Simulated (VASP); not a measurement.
Band structure of NaH (rock salt). Computed with RPBE GGA, VASP's PBE PAW potentials (set 64) (plane waves; VASP 6.6.1).

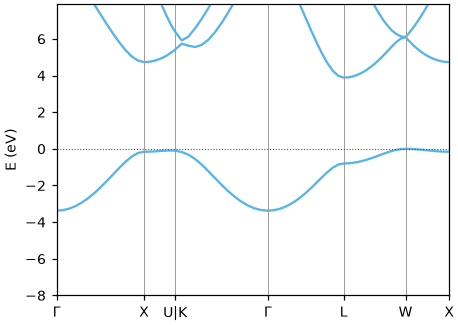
Bands along high-symmetry lines, zero at the valence-band maximum or, without a gap, the Fermi level

Question: Read the plot: is there a gap, and where are the band edges?

Answer: The gap is indirect, 3.89 eV, from the valence maximum at W to the conduction minimum at L. (Edges off the drawn lines would not show.)

The compound is NaH in the rock salt structure. It was relaxed first.
